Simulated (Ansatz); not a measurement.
The reference is HfO2 in the fluorite structure (space group Fm-3m, No. 225; a = 5.058 Å).

Perturbation: every lattice vector is shortened by 1.37 %; the atoms relax in the strained cell.

Method: r2SCAN (Ansatz, a first-principles code, PAW, no SOC).

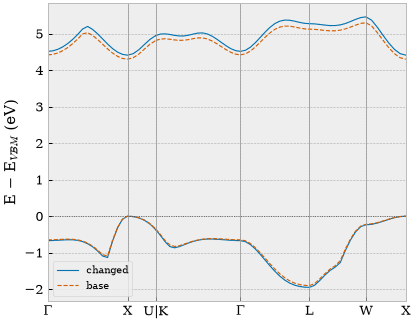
Figure. Highest valence and lowest conduction band along the path, each from its own valence-band maximum

Question: Read the changed gap and its character from the plot.

Answer: About 4.4 eV, direct at X.

Spin-orbit coupling, missing from the scalar runs, can matter with Hf. No phonon test of stability was made. This is not the structure that HfO2 has at room temperature and ambient pressure.
